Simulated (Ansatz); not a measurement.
# C$_{6}$H$_{14}$AlCl (SMILES C[CH](C)[Al]([Cl])[CH](C)C): what the fields show

The calculation's input:

```
crystal:
  periodic: [false, false, false]
  atoms:
    - {symbol: C, position_ang: [-1.199519, -2.594534, 1.134739]}
    - {symbol: C, position_ang: [-1.001911, -1.400877, 0.205379]}
    - {symbol: C, position_ang: [-2.273716, -0.552900, 0.107528]}
    - {symbol: Al, position_ang: [0.549163, -0.275059, 0.638462]}
    - {symbol: Cl, position_ang: [1.870589, -0.927060, 2.157867]}
    - {symbol: C, position_ang: [0.936137, 1.425348, -0.266964]}
    - {symbol: C, position_ang: [2.271328, 2.057797, 0.113726]}
    - {symbol: C, position_ang: [0.804226, 1.270804, -1.785117]}
    - {symbol: H, position_ang: [-1.408236, -2.273033, 2.159621]}
    - {symbol: H, position_ang: [-0.316484, -3.236263, 1.177595]}
    - {symbol: H, position_ang: [-2.046121, -3.212053, 0.811259]}
    - {symbol: H, position_ang: [-0.790388, -1.787754, -0.804028]}
    - {symbol: H, position_ang: [-3.122901, -1.152489, -0.241018]}
    - {symbol: H, position_ang: [-2.558071, -0.141479, 1.081808]}
    - {symbol: H, position_ang: [-2.166793, 0.289420, -0.582530]}
    - {symbol: H, position_ang: [0.133010, 2.103646, 0.061995]}
    - {symbol: H, position_ang: [3.112766, 1.424869, -0.184065]}
    - {symbol: H, position_ang: [2.361194, 2.218363, 1.190544]}
    - {symbol: H, position_ang: [2.405437, 3.027231, -0.381143]}
    - {symbol: H, position_ang: [0.910456, 2.237368, -2.291655]}
    - {symbol: H, position_ang: [1.582213, 0.615745, -2.191293]}
    - {symbol: H, position_ang: [-0.161676, 0.852708, -2.084016]}
basis:
  gaussian: {orbitals: def2-TZVPP}
hamiltonian: {xc: pbe0, dispersion: d4}
output: {orbitals: {seedname: orbitals}}
```

Command:

```sh
ansatz run in.yaml --threads 4 --pin off --events-out ev --progress --plain --max-ram 66560MiB --backend cuda --devices 0, --max-vram 37GiB
```

Geometry: PBE0-D4/def2-TZVP.

Computed with RKS PBE0-D4/def2-TZVPP (Ansatz).

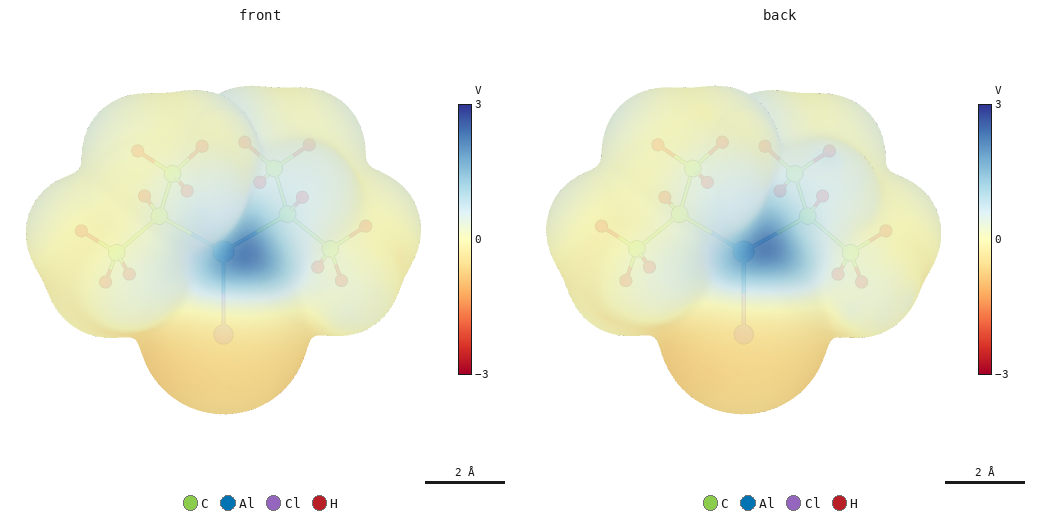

Figure 1. The molecular electrostatic potential painted on the density surface at 0.001 e/bohr³, seen from the front and from behind; the colour scale runs from red (negative) to blue (positive).

Q: Which sites attract a positive test charge, and which a negative one?

A: A positive charge is drawn to the negative regions and a negative charge to the positive ones. The most negative region (about −0.7 V, or −16 kcal/mol for a unit charge) lies over Cl5, the most positive (about +2.2 V, or +51 kcal/mol for a unit charge) over Al4.

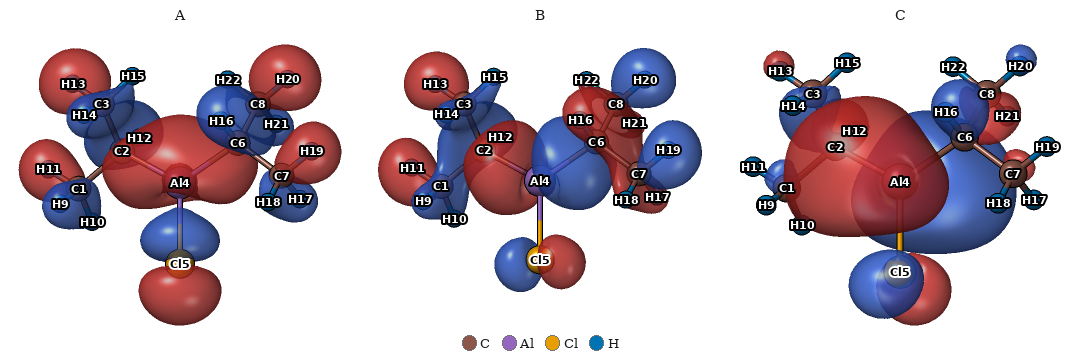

Figure 2. Three frontier orbitals at ±0.06 Å⁻³ᐟ² (blue and red are the two phases), in no order.

Q: Order the three orbitals by energy and name them.

A: A is the HOMO−1 (−8.12 eV). By Hirshfeld shares it lies mainly on Al4 (about 20 %), C2 (about 15 %), C6 (about 15 %) and Cl5 (about 15 %). B is the HOMO (−6.92 eV). It lies mainly on C2 (about 20 %), C6 (about 20 %) and Al4 (about 15 %). C is the LUMO (−0.78 eV). By Hirshfeld shares it lies mainly on Al4 (about 55 %) and Cl5 (about 10 %).

Q: What is the HOMO–LUMO gap?

A: 6.14 eV between the orbital energies.

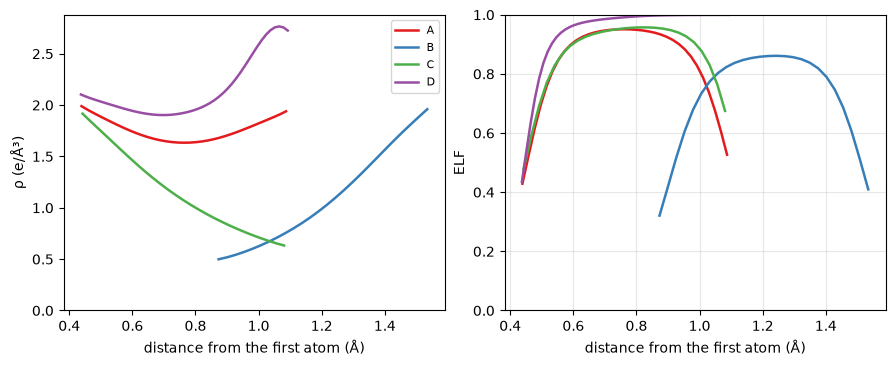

Figure 3. Total electron density and electron localisation function along straight lines between neighbouring atoms. The curves leave out the atomic cores.

Q: Which curve belongs to which contact (Al–Cl, C–Al, C–C and C–H)? The first atom named is at distance zero.

A: Curve A: C–C (1.53 Å): ρ is about 1.6 e/Å³ halfway; the ELF peaks at about 0.95 between the atoms (localised, covalent bonding). Curve B: Al–Cl (2.12 Å): ρ is about 0.71 e/Å³ halfway; the ELF peaks at about 0.85 in the valence shell of Cl, 0.9 Å from its nucleus, and is about 0.80 at the midpoint. Curve C: C–Al (1.96 Å): ρ is about 0.73 e/Å³ halfway; the ELF peaks at about 0.95 between the atoms: a polar covalent bond. Curve D: C–H (1.09 Å): ρ at the midpoint is about 2 e/Å³; the ELF climbs to about 1 towards the hydrogen, as it does in any bond to H; a covalent bond by its length.
